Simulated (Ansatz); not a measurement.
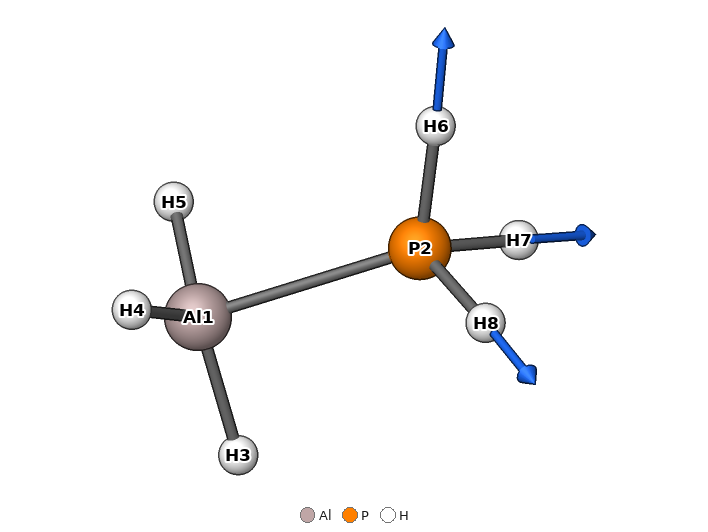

The arrows show one normal mode. Harmonic vibrations computed with RKS PBE0-D4/def2-TZVP (Ansatz 0.2.0) at a stationary point of the same level.

Question: What kind of motion is it?

Answer: Mostly in-phase stretching of 3 P–H bonds.

Question: Estimate its harmonic wavenumber.

Answer: 2471 cm⁻¹; it is mode 16 of 18 counted from the lowest.
